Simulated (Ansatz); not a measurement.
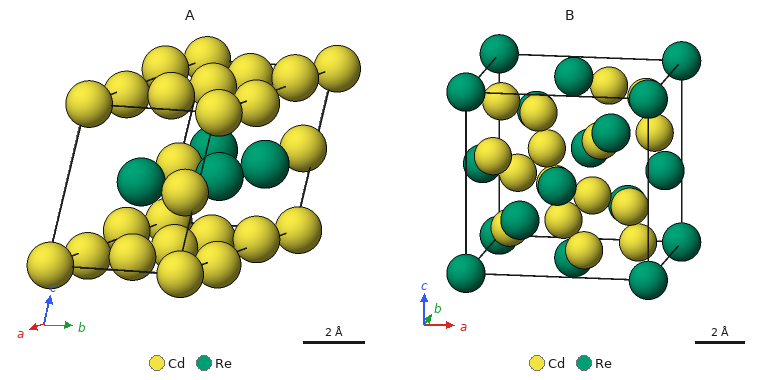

Two structures of Cd2Re, each relaxed to rest (conventional cells in solid outline, small ones repeated, not to one scale). Method: DFT PBE, scalar-relativistic, plane waves, PAW in Ansatz, without spin polarisation.

**What structure does each panel show?**

A: 12 atoms a cell on a base-centred monoclinic lattice, C2. B: cubic Laves phase (C15, MgCu₂ type), Fd-3m.

**Which is the more stable form at this level of theory?**

A is lower, by 606 meV/atom at this level of theory (energies at zero smearing). Volumes: A 18.7, B 18.2 Å³/atom.

One or both may be structure types tried for this composition rather than known phases.
